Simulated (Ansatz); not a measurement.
C2H7BFGa

Input

```
crystal:
  periodic: [false, false, false]
  atoms:
    - {symbol: C, position_ang: [0.233131, 0.237632, 0.419390]}
    - {symbol: C, position_ang: [-0.038140, 3.717865, -0.632407]}
    - {symbol: B, position_ang: [0.873406, -0.413104, -0.806100]}
    - {symbol: F, position_ang: [2.235420, 2.521942, 1.184964]}
    - {symbol: Ga, position_ang: [0.774938, 2.161291, 0.246968]}
    - {symbol: H, position_ang: [0.293291, -0.431048, -1.868895]}
    - {symbol: H, position_ang: [1.999600, -0.850190, -0.760647]}
    - {symbol: H, position_ang: [0.647473, -0.035119, 1.401806]}
    - {symbol: H, position_ang: [-0.867538, 0.295032, 0.422060]}
    - {symbol: H, position_ang: [0.701362, 4.172864, -1.310129]}
    - {symbol: H, position_ang: [-0.938544, 3.453374, -1.204525]}
    - {symbol: H, position_ang: [-0.299321, 4.466167, 0.132280]}
basis:
  gaussian:
    orbitals: def2-SVPD
hamiltonian:
  xc: {name: PBE0}
output: {forces: true, orbitals: {seedname: orbitals}}
```

Run with:

```sh
ansatz run input.yaml --threads 2 --pin off --max-ram 5220MiB --events-out events.jsonl --progress --plain --runs-dir runs
```

Geometry: B3LYP/def2-SVP.

These are results of isolated molecule in a Gaussian basis; Kohn-Sham density functional theory, functional PBE0 in Ansatz, not measurements.

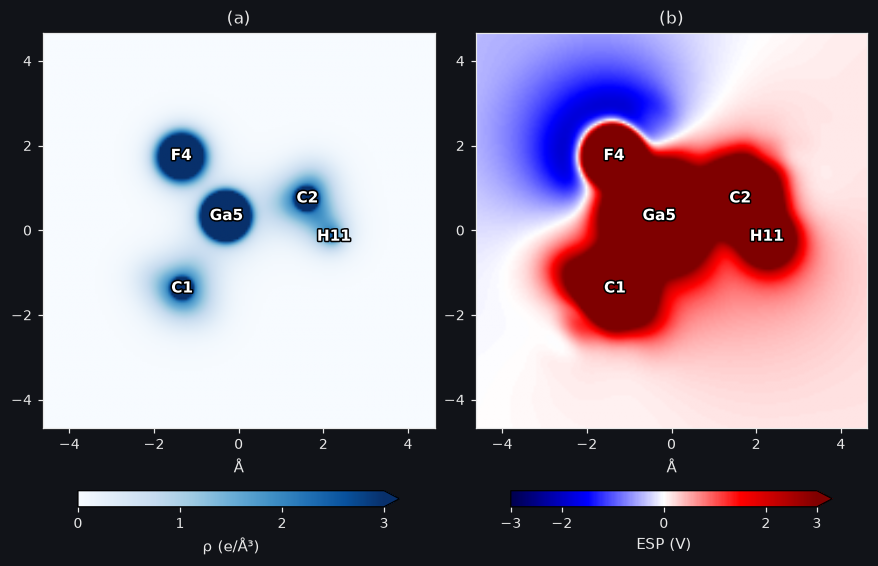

Figure 1. (a) electron density; (b) electrostatic potential on the plane of atoms C2, Ga5 and F4.

Interpret the plot.

Answer. The section cuts through C, F, Ga and H sites. Ga–F (1.77 Å): ρ at the midpoint is about 0.79 e/Å³. C–Ga (1.96 Å): ρ at the midpoint is about 0.79 e/Å³. C–H (1.10 Å): ρ is about 1.9 e/Å³ halfway. C–Ga (2.01 Å): ρ is about 0.69 e/Å³ halfway. Outside the dense part of the molecule the potential is most negative (−1.9 V) near F4.

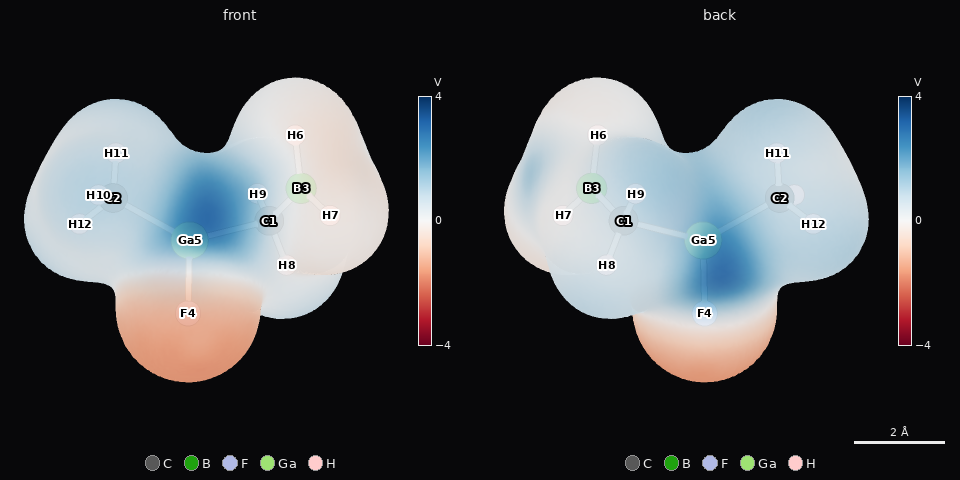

Figure 2. The electrostatic potential painted on the density surface at 0.002 e/bohr³, seen from the front and from behind; the colour scale runs from red (negative) to blue (positive).

Where is the surface potential most negative and most positive?

Answer. The most negative region (about −1.7 V) lies over F4, the most positive (about +3.0 V) over Ga5.

What dipole moment does the calculation give?

Answer. Its dipole moment is 2.87 D.

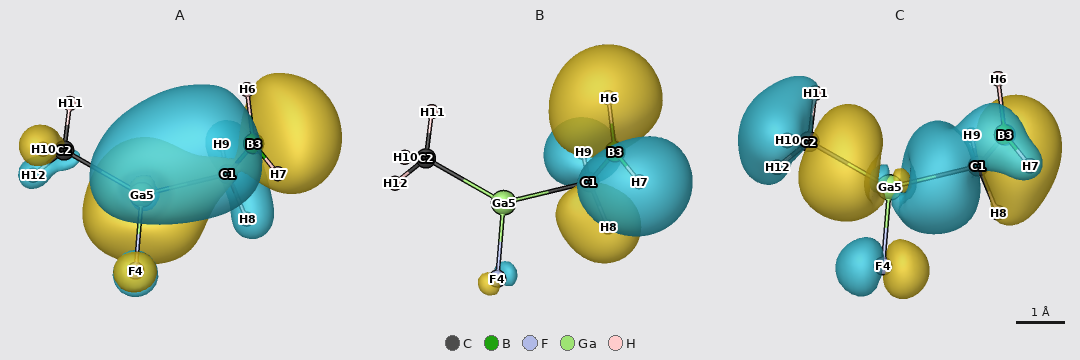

Figure 3. Three frontier orbitals at ±0.08 Å⁻³ᐟ² (yellow and cyan are the two phases), in no order.

Which picture is the HOMO−1, the HOMO and the LUMO?

Answer. B is the HOMO−1 (−9.05 eV). By Hirshfeld shares it lies mainly on B3 (about 35 %), H6 (about 25 %), H7 (about 25 %) and C1 (about 10 %). C is the HOMO (−8.33 eV). It lies mainly on C1 (about 30 %), C2 (about 25 %), Ga5 (about 20 %), B3 (about 10 %) and F4 (about 5 %). A is the LUMO (−1.84 eV). Its weight (Hirshfeld) is mainly on Ga5 (about 35 %), B3 (about 35 %) and C1 (about 10 %).

What is the HOMO–LUMO gap?

Answer. 6.49 eV between the orbital energies.
